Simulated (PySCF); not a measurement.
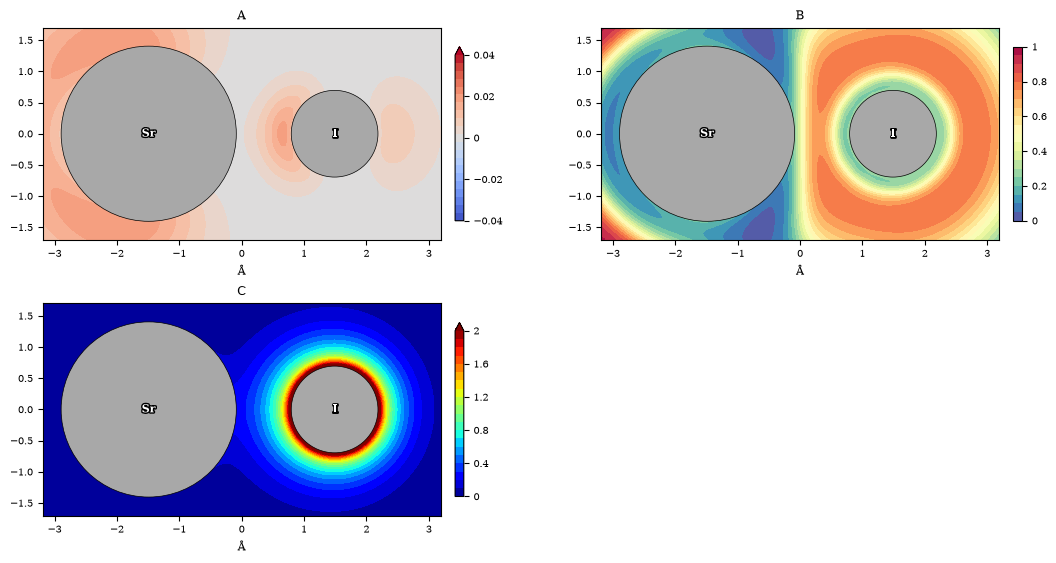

SrI (doublet): 3 fields on a plane that holds the molecular axis, with unlabelled colour scales. Grey discs cover the atomic cores.

All numbers below come from PySCF, PBE0/x2c-TZVPall, spin-free X2C-1e, Gaussian nucleus, at a bond length of 2.980 Å.

Q: Which field does each panel show? The fields are: electron density, electron localisation function and spin density.

A: Panel A: spin density (confined to the atoms that carry the unpaired spin). Panel B: electron localisation function. Panel C: electron density. From the grid: Sr–I (2.98 Å): the density is about 0.27 e/Å³ at the midpoint; the ELF peaks at about 0.75 in the valence shell of I, 1.2 Å from its nucleus, and is about 0.40 at the midpoint: an ionic contact with no shared pair.
